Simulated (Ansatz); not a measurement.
Si2H4 (SMILES [SiH][SiH3]): the energy, rung by rung

Si2H4: 6 atoms, total charge 0, spin state triplet. SMILES: `[SiH][SiH3]`. The coordinates come from a GFN2-xTB relaxation.

```xyz
6

Si    0.3227   -1.5759    0.2873
Si   -0.3001    0.5233   -0.2457
H     1.4279   -2.0178    1.1558
H    -1.4565    0.3761   -1.1360
H     0.7149    1.3253   -0.9511
H    -0.7089    1.3690    0.8897
```

Quantity: the energy change with the Si1–Si2 bond stretched from 2.254 to 3.380 Å, in eV. The values are calculated.

| level | kind | program | value (eV) | less FCI/STO-3G |
| --- | --- | --- | --- | --- |
| USVWN5/STO-3G | LDA | Ansatz | 3.09 | +0.39 |
| UBLYP/STO-3G | GGA | Ansatz | 2.49 | -0.21 |
| UPBE/STO-3G | GGA | Ansatz | 2.83 | +0.13 |
| U-wB97X/STO-3G | range-separated hybrid | Ansatz | 2.92 | +0.22 |
| UHSE06/STO-3G | range-separated hybrid | Ansatz | 2.96 | +0.26 |
| UBCCD(T)/STO-3G | coupled cluster or CI | Ansatz | 2.70 | 0.00 |
| UCCSD(T)/STO-3G | coupled cluster or CI | Ansatz | 2.70 | 0.00 |
| UCCSD/STO-3G | coupled cluster or CI | Ansatz | 2.70 | 0.00 |
| FCI/STO-3G | exact in the basis | Ansatz | 2.70 | 0.00 |

FCI/STO-3G is exact within its basis and frozen core, so for wave-function methods in that basis the difference is their error; functionals converge differently with the basis, so for them it is only a difference. The first shape isn't each level's own minimum. The values span 2.49 to 3.09 eV. All rows use very small basis sets, so even the best lies far from the true value.

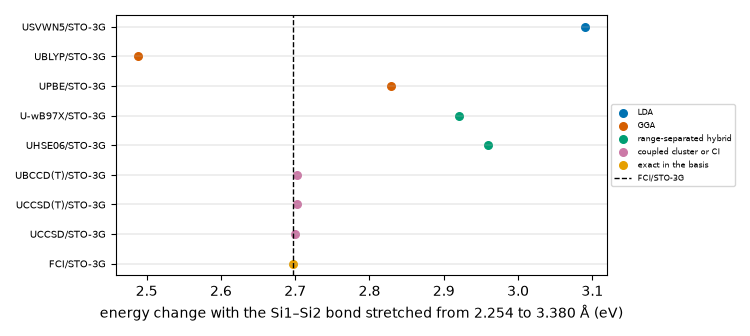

The values of the table, level by level.
